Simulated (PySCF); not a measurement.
C5H4OS (SMILES [O-][CH]c1cccs1) (charge −1, doublet)

```tsv
atom	x (Å)	y (Å)	z (Å)
O	2.9749	-0.3494	-0.0924
C	2.0670	0.3952	0.3475
C	0.6942	0.2250	0.1738
C	-0.0180	-0.7809	-0.5076
C	-1.3932	-0.6201	-0.4671
C	-1.8087	0.4885	0.2306
S	-0.4536	1.3875	0.8727
H	2.3449	1.2973	0.9429
H	0.4963	-1.5849	-1.0044
H	-2.0939	-1.2983	-0.9365
H	-2.8045	0.8428	0.4146
```

Geometry: GFN2-xTB.

Theory: UKS B3LYP, pcH-1 on C H O S, non-relativistic, mean-field spin-orbit, GIAO (PySCF).

> What will maps of the electron density, electron localisation function and spin density show?

C–O (1.25 Å): ρ is about 2.9 e/Å³ halfway; the ELF peaks at about 0.85 between the atoms (a polar covalent bond).
C–C (1.37 Å): the density is about 2.1 e/Å³ at the midpoint; the ELF peaks at about 0.95 between the atoms, as expected for localised, covalent bonding.
C–S (1.75 Å): ρ is about 1.4 e/Å³ halfway; the ELF peaks at about 0.90 between the atoms (a covalent bond).
C–H (1.07 Å): ρ at the midpoint is about 2 e/Å³; the ELF climbs to about 1 towards the hydrogen, as it does in any bond to H: an ordinary covalent bond to hydrogen.
The unpaired spin (1 electron) lies mostly on O1 (about 0.2), C6 (about 0.2), C2 (about 0.2), C4 (about 0.2), S7 (about 0.1) and C3 (about 0.1), in electrons by Hirshfeld's partition.

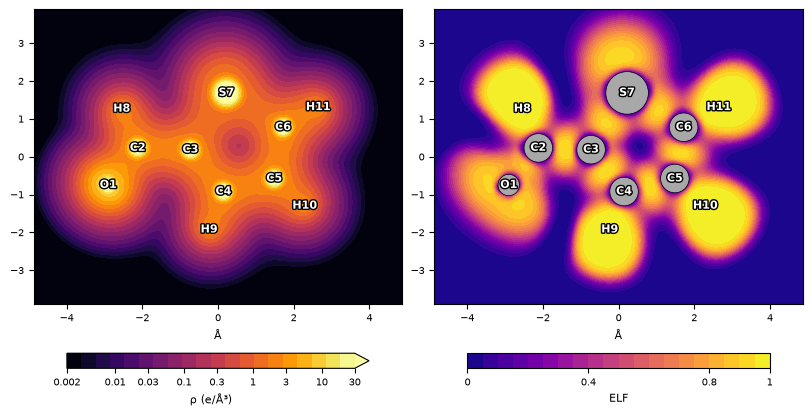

Computed electron density and electron localisation function on the molecular plane, in this order. Grey discs cover the atomic cores in the ELF map. 
